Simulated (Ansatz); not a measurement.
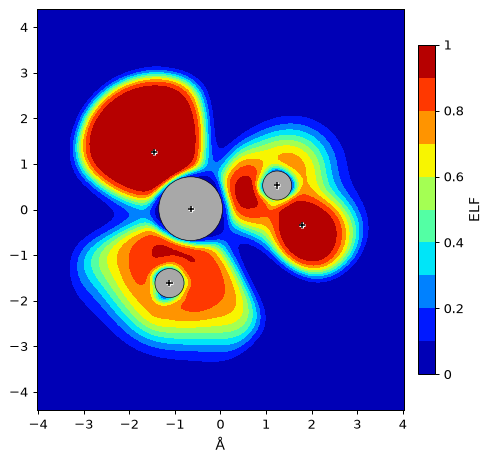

The electron localisation function on a plane through atoms (crosses mark nuclei in the plane; grey discs cover the cores).

Level of theory: Ansatz, RKS PBE0-D4/def2-TZVPP.

Candidates:
A. FH7N2Si···HF
B. F4H2HfO
C. BClF2H2O

> Which system is this?

Candidate A: FH7N2Si···HF on the plane of atoms Si1, N2 and H11, which holds Si, N and H. Si–N (1.71 Å): the ELF peaks at about 0.90 between the atoms: a shared but strongly polarised pair.
